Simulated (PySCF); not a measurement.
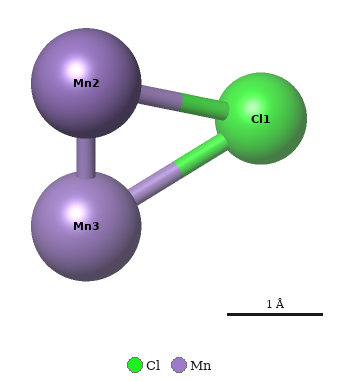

Figure 1. The structure (ball-and-stick view, seen at an oblique angle; atoms are numbered from 1 in the order of the input). Sticks mark near contacts.

## Frequency calculation, with input and output: Mn2Cl (charge +1)

- system: Mn2Cl, charge +1
- method: RKS-based PBE0, Cl def2-SVP, Mn def2-SVP; non-relativistic Hamiltonian; density fitting (PySCF 2.14.0)

## What the program printed
```
init E= -2760.70255855552
  HOMO = -0.426717630059271  LUMO = -0.298226711675598  gap/eV = 3.49642
cycle= 1 E= -2760.70255855552  delta_E= 4.55e-12  |g|= 8.18e-06  |ddm|= 1.35e-05
  HOMO = -0.426715144006483  LUMO = -0.298225483735454  gap/eV = 3.49638
Extra cycle  E= -2760.70255855546  delta_E= 6.37e-11  |g|= 2.32e-05  |ddm|= 1.86e-05
converged SCF energy = -2760.70255855546
```

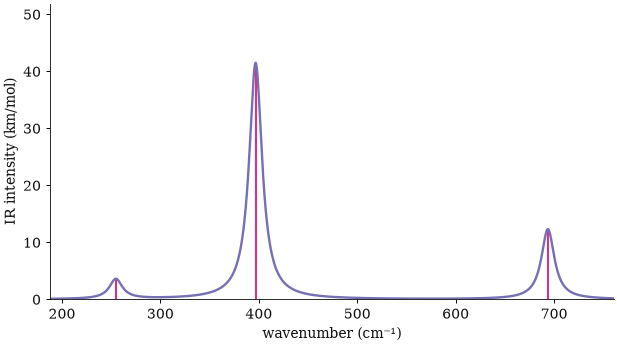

Figure 2. Harmonic infrared spectrum, unscaled: sticks (degenerate modes added up, dark ones marked on the axis) with a Lorentzian envelope of 16 cm⁻¹ full width, scaled to the tallest stick. 3 modes from 255 to 694 cm⁻¹, none imaginary. The strongest line is at 397 cm⁻¹ (42 km/mol). All modes, in cm⁻¹ (km/mol): 255 (3.5), 397 (42), 694 (12.3).

The run was set up as follows.

## Input file
```python
from pyscf import gto, scf, dft
mol = gto.M(atom='''
Cl     0.000000     0.000000    -1.585805
Mn     0.813668     0.000000     0.504694
Mn    -0.813668     0.000000     0.504694''',
    basis={'Cl': 'def2-SVP', 'Mn': 'def2-SVP'},
    charge=1, spin=0)
mf = dft.RKS(mol, xc='PBE0')
mf.grids.atom_grid = (75, 302)
aux = {'Cl': 'def2-universal-JKFIT', 'Mn': 'def2-universal-JKFIT'}
mf = mf.density_fit(auxbasis=aux)
mf.conv_tol = 1e-09
mf.diis_space = 10
mf.max_cycle = 60
mf.verbose = 4
mf.kernel()
```

The script is an equivalent of the set-up of the self-consistent field. The run itself was carried out by a driver, which started from the orbitals of the step before it where there was one and computed the further properties.

Command:
```bash
OMP_NUM_THREADS=2 python axn.py task.json out
```

## Summary

```json
{"quantity": "outcome", "value": "converged"}
{"quantity": "total energy", "value": "−2760.702559 hartree"}
{"quantity": "HOMO", "value": "−11.61 eV"}
{"quantity": "LUMO", "value": "−8.12 eV"}
{"quantity": "zero-point energy", "value": "0.003064 hartree"}
{"quantity": "wavenumbers, lowest and highest", "value": "255 and 694 cm⁻¹"}
{"quantity": "hardware", "value": "2 threads of Intel Xeon (Granite Rapids), 64 GiB of memory available, shared host"}
{"quantity": "wall time", "value": "20 s (CPU time 38 s)"}
{"quantity": "peak memory", "value": "0.79 GiB"}
```
